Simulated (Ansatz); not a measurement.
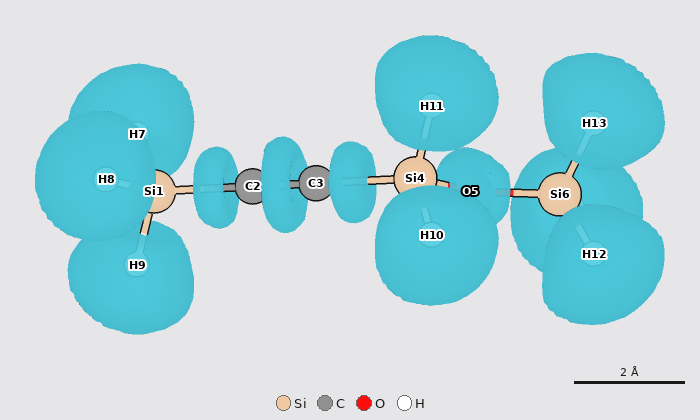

The picture shows: C2H8OSi3 (SMILES [SiH3]C#C[SiH2]O[SiH3]). Isosurface of the electron localisation function at 0.8 (cyan), seen from one side. Core shells and regions of very low density are left out.

Method: SCF cam_b3lyp, Gaussian basis (Ansatz).

Input

```
crystal:
  periodic: [false, false, false]
  atoms:
    - { symbol: Si, position_ang: [3.9349, 0.2385, -0.1346] }
    - { symbol: C, position_ang: [2.119, 0.0116, 0.2471] }
    - { symbol: C, position_ang: [0.9496, -0.1324, 0.487] }
    - { symbol: Si, position_ang: [-0.8738, -0.3524, 0.8486] }
    - { symbol: O, position_ang: [-1.8322, 0.0696, -0.4313] }
    - { symbol: Si, position_ang: [-3.4408, 0.1261, -0.7973] }
    - { symbol: H, position_ang: [4.3331, -0.6032, -1.2918] }
    - { symbol: H, position_ang: [4.7628, -0.1513, 1.0355] }
    - { symbol: H, position_ang: [4.225, 1.6579, -0.462] }
    - { symbol: H, position_ang: [-1.254, 0.4756, 2.0192] }
    - { symbol: H, position_ang: [-1.146, -1.7679, 1.1988] }
    - { symbol: H, position_ang: [-4.1338, 1.0361, 0.1463] }
    - { symbol: H, position_ang: [-4.0247, -1.2322, -0.6831] }
    - { symbol: H, position_ang: [-3.6191, 0.6239, -2.1824] }
basis:
  gaussian:
    orbitals: cc-pVDZ
hamiltonian:
  xc: cam_b3lyp
output:
  orbitals: {}
```

Command:

```sh
python c2h8osi3.py --basis-set cc-pVDZ
```

What do the ELF domains correspond to?

Answer. The surface consists of one region between bonded C–C atoms (shared pairs), two regions between bonded C–Si atoms (shared pairs), eight regions around hydrogen nuclei and one region wrapped around O (its lone pairs, merged into a ring or cap).

Values along the shortest contacts:
C–C (1.20 Å): the ELF peaks at about 0.85 between the atoms (a short, multiple covalent bond). Si–O (1.65 Å): the ELF peaks at about 0.85 between the atoms: a polar covalent bond.
